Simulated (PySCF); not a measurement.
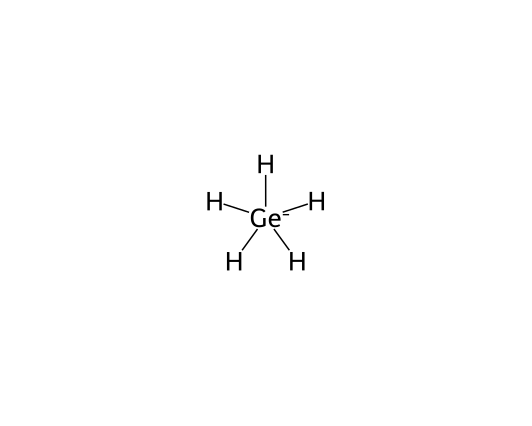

Source: calculation with PySCF.

State: charge −1, singlet.

Q: Give its SMILES.

A: [GeH5-]

Q: Give the formula, hydrogens included.

A: GeH5, charge -1.

Q: An optimisation with PBE0-D3(BJ)/def2-SVP gave a structure of which point group?

A: D3h.
